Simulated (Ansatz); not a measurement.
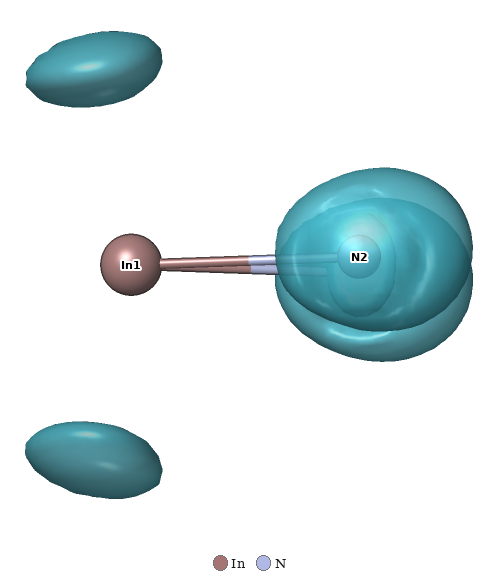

*InN2 (quartet). Isosurface of the ELF at 0.8 (cyan), seen from one side. Only the valence region is drawn (cores and ρ < 0.01 e/Å³ removed).*

Geometry: r2SCAN-D4/def2-TZVP; core potentials replace the inner electrons of In.

Level of theory: UKS PBE0-D4/def2-TZVP (Ansatz 0.2.0).

**Identify the bonds, lone pairs and shells in this picture.**

At this value the surface marks out one region between bonded N–N atoms (shared pairs), two lobes on In, pointing away from the bonds (non-bonding electrons) and two lobes on N, pointing away from the bonds (non-bonding electrons).

Values along the shortest contacts:
N–N (1.15 Å): the ELF peaks at about 0.85 between the atoms; a short, multiple covalent bond. In–N (2.34 Å): the ELF peaks at about 0.75 in the valence shell of N, 0.6 Å from its nucleus, and drops to about 0.10 between the two atoms.
